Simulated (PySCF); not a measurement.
**TaN₂: quartet, from a linear start**

The task is one start of a wider search on TaN₂: the quartet, from a linear start. It is relaxed, tested by its Hessian and followed downhill if it is a saddle.

The runs use PySCF 2.14.0; PBE0, basis Ta def2-TZVP with ECP60, N def2-TZVP, scalar-relativistic core potentials, no spin–orbit coupling, density fitting.

**1. The starting structure**

3 atoms, charge 0, spin multiplicity 4.

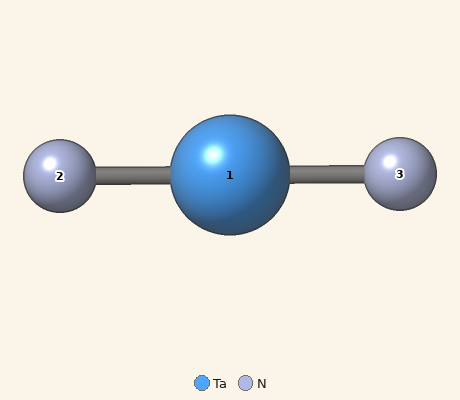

The starting geometry (tantalum blue, nitrogen light blue); atoms are numbered from 1 in the order of the file.

```xyz
3
charge 0 multiplicity 4
Ta    0.0000    0.0000    0.0000
N     0.0000    0.0000    1.8600
N     0.0000    0.0000   -1.8600
```

**2. The SCF at the typed geometry**

One driver script runs all steps and calls PySCF; scf.py shows how it sets up the SCF of each step. The optimiser is the driver's own. After this first run the driver tries any further starts and a stability analysis.

scf.py

```python
from pyscf import gto, scf, dft
mol = gto.M(atom='''
Ta     0.000000     0.000000     0.000000
N      0.000000     0.000000     1.860000
N      0.000000     0.000000    -1.860000''',
    basis={'Ta': 'def2-TZVP', 'N': 'def2-TZVP'},
    ecp={'Ta': 'def2-TZVP'},
    charge=0, spin=3)
mf = dft.UKS(mol, xc='PBE0')
mf.grids.atom_grid = (50, 194)
aux = {'Ta': 'def2-universal-JKFIT', 'N': 'def2-universal-JKFIT'}
mf = mf.density_fit(auxbasis=aux)
mf.conv_tol = 1e-08
mf.diis_space = 10
mf.max_cycle = 60
mf.init_guess = 'minao'
mf.verbose = 4
mf.kernel()
```

Command:

```
$ OMP_NUM_THREADS=4 python axn.py task.json out
```

Output:

```text
init E= -146.765686714283
[... the frontier-level lines of each cycle are left out ...]
cycle= 1 E= -166.082355456014  delta_E= -19.3  |g|= 0.366  |ddm|=  6.5
cycle= 2 E= -166.109394373112  delta_E= -0.027  |g|= 0.273  |ddm|= 1.12
cycle= 3 E= -166.144304317181  delta_E= -0.0349  |g|= 0.12  |ddm|= 0.484
cycle= 4 E= -166.149861538609  delta_E= -0.00556  |g|= 0.0663  |ddm|= 0.139
cycle= 5 E= -166.152360199049  delta_E= -0.0025  |g|= 0.00862  |ddm|= 0.0544
cycle= 6 E= -166.152722965859  delta_E= -0.000363  |g|= 0.00436  |ddm|= 0.0468
cycle= 7 E= -166.152859457117  delta_E= -0.000136  |g|= 0.00298  |ddm|= 0.0326
cycle= 8 E= -166.152962371855  delta_E= -0.000103  |g|= 0.00247  |ddm|= 0.0294
cycle= 9 E= -166.153135929411  delta_E= -0.000174  |g|= 0.00225  |ddm|= 0.0562
cycle= 10 E= -166.153404843914  delta_E= -0.000269  |g|= 0.00261  |ddm|= 0.13
cycle= 11 E= -166.153387484769  delta_E= 1.74e-05  |g|= 0.00133  |ddm|= 0.0155
cycle= 12 E= -166.153453654707  delta_E= -6.62e-05  |g|= 0.00155  |ddm|= 0.0996
cycle= 13 E= -166.153456005744  delta_E= -2.35e-06  |g|= 0.000143  |ddm|= 0.0151
cycle= 14 E= -166.153456349485  delta_E= -3.44e-07  |g|= 0.000149  |ddm|= 0.00986
cycle= 15 E= -166.153456403614  delta_E= -5.41e-08  |g|= 0.000143  |ddm|= 0.00115
cycle= 16 E= -166.15345644335  delta_E= -3.97e-08  |g|= 1.36e-05  |ddm|= 0.00161
cycle= 17 E= -166.153456443454  delta_E= -1.04e-10  |g|= 1.03e-05  |ddm|= 0.000168
Extra cycle  E= -166.153456443316  delta_E= 1.38e-10  |g|= 2.15e-05  |ddm|= 3.5e-05
converged SCF energy = -166.153456443316  <S^2> = 3.8556216  2S+1 = 4.0524667
```

This step, with its further starts and checks, needed 7.8 s of wall time on 4 threads of Arm Neoverse V2, shared host.

The starts that the driver tried:

| start | energy (Eh) |
| --- | --- |
| the minimal-basis guess | -166.153456 |
| a thermally smeared density | -166.153456 |
| a smeared PBE density | -166.153456 |

The test of internal stability and the other starts found no lower solution of this spin.

**3. Linear start, quartet: relaxation**

The program finds D∞h symmetry in the start, which this walk keeps.

scf.py: that of step 2 with these lines changed.

```diff
@@ -16 +15,0 @@
-mf.init_guess = 'minao'
```

Steps of the walk:

| step | energy (Eh) | change (kJ/mol) | largest symmetric gradient (Eh/bohr) |
| --- | --- | --- | --- |
| 0 | -166.153456 | 0.00 | 0.01965 |
| 1 | -166.154442 | -2.59 | 0.00202 |
| 2 | -166.154452 | -2.61 | 0.00014 |
| 3 | -166.154452 | -2.61 | 0.00000 |

The walk took 5.1 s.

Geometry (Å) and forces (eV/Å) at some steps:

```
step 0
Ta   0.000   0.000   0.000   0.000   0.000   0.000
N    0.000   0.000   1.860   0.000   0.000  -1.010
N    0.000   0.000  -1.860   0.000   0.000   1.010
step 1
Ta   0.000   0.000   0.000   0.000   0.000   0.000
N    0.000   0.000   1.831   0.000   0.000   0.104
N    0.000   0.000  -1.831   0.000   0.000  -0.104
step 2
Ta   0.000   0.000   0.000   0.000   0.000   0.002
N    0.000   0.000   1.834   0.000   0.000  -0.008
N    0.000   0.000  -1.834   0.000   0.000   0.006
step 3
Ta   0.000   0.000   0.000   0.000   0.000   0.000
N    0.000   0.000   1.834   0.000   0.000   0.000
N    0.000   0.000  -1.834   0.000   0.000   0.000
```

End point (D∞h, 3 steps, 2.6 kJ/mol gained): Ta–N 1.834 Å (×2); N–Ta–N 180.0°.

**4. Frequencies**

On the finer grid the gradient is checked again; gradients at displacements of ±0.02 bohr then give force constants and infrared intensities.

scf.py: that of step 3 with these lines changed.

```diff
@@ -3,3 +3,3 @@
-Ta     0.000000     0.000000     0.000000
-N      0.000000     0.000000     1.860000
-N      0.000000     0.000000    -1.860000''',
+Ta    -0.000000     0.000000     0.000000
+N     -0.000000     0.000000     1.833750
+N      0.000000    -0.000000    -1.833750''',
@@ -10 +10 @@
-mf.grids.atom_grid = (50, 194)
+mf.grids.atom_grid = (75, 302)
@@ -13 +13 @@
-mf.conv_tol = 1e-08
+mf.conv_tol = 1e-10
```

The driver hands on the density of the step before, so the log starts near convergence.

Log of the central SCF (cycles and frontier levels):

```text
init E= -166.154478286337
[... the frontier-level lines of each cycle are left out ...]
cycle= 1 E= -166.154478286337  delta_E= 6.82e-13  |g|= 2.03e-06  |ddm|= 2.66e-06
Extra cycle  E= -166.154478286307  delta_E= 2.98e-11  |g|= 8.12e-06  |ddm|= 5.34e-06
converged SCF energy = -166.154478286307  <S^2> = 3.8467484  2S+1 = 4.0480852
```

The whole step took 18 s.

Geometry: D∞h; Ta–N 1.834 Å (×2); N–Ta–N 180.0°.

Modes, for the most abundant isotopes:

```tsv
ω (cm⁻¹)	IR (km/mol)	μ (u)
384i	212	15.98
293i	26.6	15.98
83	77.3	15.98
893	0.0	14.00
```

μ is the mass of the mode for normalised Cartesian displacements, not the reduced mass of the usual diatomic formula.

With 2 modes imaginary (up to 384i cm⁻¹) this point is a saddle.

Here the density breaks the symmetry of the frame, and no labels are given; pairs that should be degenerate can split.

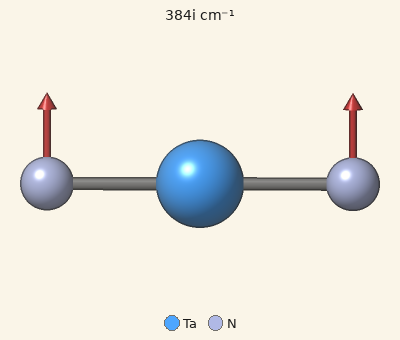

The imaginary mode, as arrows.

Constants and moments:

```yaml
Dipole_moment: 0.00 D
Highest_occupied_level: -6.86 eV
Lowest_empty_level: -4.42 eV
Rotational_constants: 0.179 cm⁻¹
Zero-point_energy_real_modes: 5.8 kJ/mol
Principal_polarisabilities: 55.3, 60.7, 101.8 bohr³
Atomisation_energy_without_zero-point_energy: 641 kJ/mol
Principal_traceless_quadrupole_moments_about_the_centre_of_mass: -16.64, 7.67, 8.97 D Å
Spin_squared_⟨S²⟩: 3.847
```

Charges (e) and bond orders:

| atom | Mulliken | Löwdin | polar tensor | spin (Mulliken) | Mayer order to Ta1 |
| --- | --- | --- | --- | --- | --- |
| Ta1 | 0.80 | 0.67 | 0.57 | 0.62 | – |
| N2,3 | -0.40 | -0.33 | -0.29 | 1.19 | 2.10 |

Mulliken populations on Ta1 (outside its core potential): s 2.76, p 6.42, d 2.89, f 0.12.

**5. Following the imaginary mode**

The atoms are moved a little along the softest imaginary mode and relaxed again.

The program finds C2v symmetry in the start, which this walk keeps.

scf.py: that of step 4 with these lines changed.

```diff
@@ -3,3 +3,3 @@
-Ta    -0.000000     0.000000     0.000000
-N     -0.000000     0.000000     1.833750
-N      0.000000    -0.000000    -1.833750''',
+Ta    -0.016653     0.008224     0.000000
+N      0.107594    -0.053136     1.833750
+N      0.107594    -0.053136    -1.833750''',
@@ -10 +10 @@
-mf.grids.atom_grid = (75, 302)
+mf.grids.atom_grid = (50, 194)
@@ -13 +13 @@
-mf.conv_tol = 1e-10
+mf.conv_tol = 1e-08
```

Energy and gradient, step by step:

| step | energy (Eh) | change (kJ/mol) | largest symmetric gradient (Eh/bohr) |
| --- | --- | --- | --- |
| 0 | -166.158783 | 0.00 | 0.02757 |
| 1 | -166.171281 | -32.81 | 0.03794 |
| 2 | -166.188369 | -77.68 | 0.03057 |
| 3 | -166.201785 | -112.90 | 0.05788 |
| 4 | -166.211612 | -138.70 | 0.03618 |
| 5 | -166.219158 | -158.51 | 0.01957 |
| 6 | -166.220474 | -161.97 | 0.00304 |
| 7 | -166.220509 | -162.06 | 0.00034 |
| 8 | -166.220510 | -162.06 | 0.00001 |

The walk took 14 s.

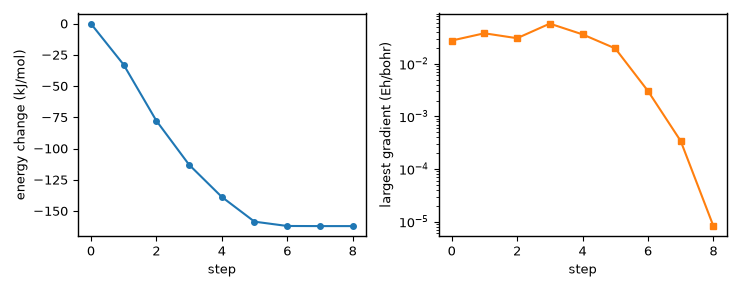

Energy and largest gradient along the walk.

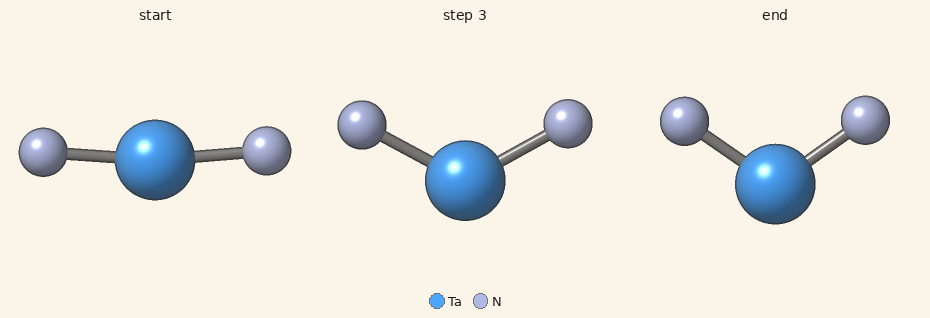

The geometry along the walk, at one scale.

After 8 steps and 162.1 kJ/mol it ends at C2v: Ta–N 1.812 Å (×2); N–Ta–N 110.0°.

**6. Vibrations and properties at this point**

The same treatment as at the point before.

scf.py: that of step 5 with these lines changed.

```diff
@@ -3,3 +3,3 @@
-Ta    -0.016653     0.008224     0.000000
-N      0.107594    -0.053136     1.833750
-N      0.107594    -0.053136    -1.833750''',
+Ta    -0.125224     0.061842     0.000000
+N      0.807543    -0.398808     1.483699
+N      0.807543    -0.398808    -1.483699''',
@@ -10 +10 @@
-mf.grids.atom_grid = (50, 194)
+mf.grids.atom_grid = (75, 302)
@@ -13 +13 @@
-mf.conv_tol = 1e-08
+mf.conv_tol = 1e-10
```

SCF at the final geometry:

```text
init E= -166.220565415035
[... the frontier-level lines of each cycle are left out ...]
cycle= 1 E= -166.220565414426  delta_E= 6.09e-10  |g|= 3.65e-05  |ddm|= 2.26e-05
cycle= 2 E= -166.220565398908  delta_E= 1.55e-08  |g|= 0.00018  |ddm|= 0.000107
cycle= 3 E= -166.220565415085  delta_E= -1.62e-08  |g|= 3.29e-06  |ddm|= 9.08e-05
cycle= 4 E= -166.22056541509  delta_E= -4.55e-12  |g|= 2.76e-06  |ddm|= 1.6e-06
Extra cycle  E= -166.220565415061  delta_E= 2.87e-11  |g|= 9.5e-06  |ddm|= 7.29e-06
converged SCF energy = -166.220565415061  <S^2> = 3.8448944  2S+1 = 4.0471691
```

The whole step needed 26 s of wall time on 4 threads of Arm Neoverse V2, shared host.

Geometry: C2v; Ta–N 1.812 Å (×2); N–Ta–N 109.9°.

Modes, for the most abundant isotopes:

| symmetry | ω (cm⁻¹) | IR (km/mol) | type |
| --- | --- | --- | --- |
| a1 | 247 | 10.9 | bend |
| a1 | 883 | 34.0 | stretch |
| b2 | 1108 | 374 | stretch |

Every mode is real; the point is a minimum.

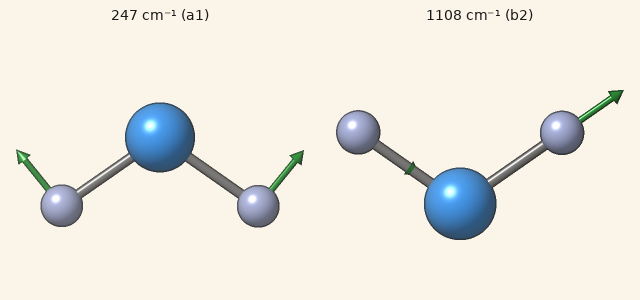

Displacements of 2 of the modes, as arrows (one member where a mode is degenerate).

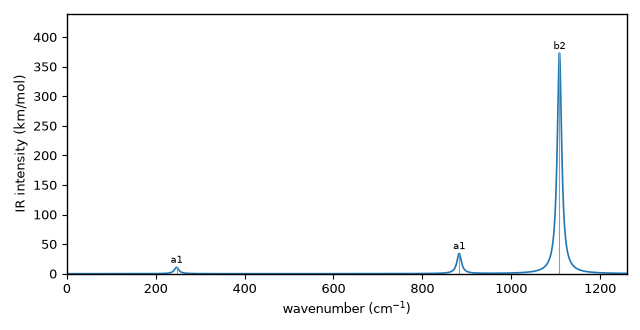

The harmonic infrared spectrum (widths in cm⁻¹). Lines are broadened to a width of 12 cm⁻¹ (Lorentzian).

Properties at this point:

```
Dipole moment                                                   : 4.59 D
Highest occupied level                                          : -6.40 eV
Lowest empty level                                              : -5.18 eV
Rotational constants                                            : 0.6423, 0.2734, 0.1918 cm⁻¹
Zero-point energy                                               : 13.4 kJ/mol
Principal polarisabilities                                      : 62.6, 63.4, 64.0 bohr³
Atomisation energy without zero-point energy                    : 815 kJ/mol
Principal traceless quadrupole moments about the centre of mass : -9.40, 3.64, 5.76 D Å
Entropy at 298.15 K and 1 bar (electronic part: spin only)      : 287.3 J/(mol K)
Heat capacity Cp at 298.15 K                                    : 44.0 J/(mol K)
Enthalpy at 298.15 K above 0 K                                  : 11.42 kJ/mol
Rotational symmetry number                                      : 2
Spin squared ⟨S²⟩                                               : 3.845
```

Populations by atom (charges in e):

```json
{"atom": "Ta1", "Mulliken": "0.71", "Löwdin": "0.45", "polar tensor": "1.57", "spin (Mulliken)": "0.76", "Mayer order to Ta1": "–"}
{"atom": "N2,3", "Mulliken": "-0.36", "Löwdin": "-0.22", "polar tensor": "-0.78", "spin (Mulliken)": "1.12", "Mayer order to Ta1": "2.13"}
```

Mulliken populations on Ta1 (outside its core potential): s 2.80, p 6.21, d 3.21, f 0.07.

**7. All stationary points**

| spin | group | bonds | imaginary modes (cm⁻¹) | ΔE (kJ/mol) | with zero-point energy |
| --- | --- | --- | --- | --- | --- |
| quartet | C2v | Ta–N 1.812 Å (×2) | none | 0.0 | 0.0 |
| quartet | D∞h (density of lower symmetry) | Ta–N 1.834 Å (×2) | 384i, 293i | 173.5 | – |

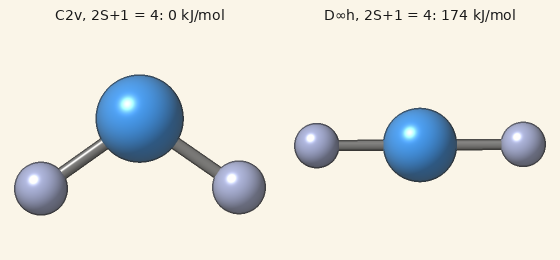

The points, lowest first (tantalum blue, nitrogen light blue).

**8. Results**

| quantity | value |
| --- | --- |
| minimum | quartet, C2v |
| geometry | Ta–N 1.812 Å (×2); N–Ta–N 109.9° |
| wavenumbers (cm⁻¹) | 247 (a1), 883 (a1), 1108 (b2) |
| dipole moment | 4.59 D |
| highest occupied, lowest empty level (either spin) | -6.40, -5.18 eV |
| polar-tensor charge of Ta1 | +1.57 e |
| zero-point energy | 13.4 kJ/mol |
| entropy at 298.15 K | 287.3 J/(mol K) |
| atomisation energy (no zero-point energy) | 815 kJ/mol |
| ⟨S²⟩ | 3.845 |

What this shows: From D∞h at the start the molecule goes to a C2v minimum, after a stop at a second-order saddle point 173.5 kJ/mol higher, from which it was pushed off along an imaginary mode. The strongest infrared band lies at 1108 cm⁻¹ (b2, stretch). Only this shape and spin were tried, so other structures or states may lie lower. One determinant may miss the lowest occupation of an open d or f shell. With an element this heavy the missing spin–orbit coupling can shift these numbers.

The search up to here took 71 s.
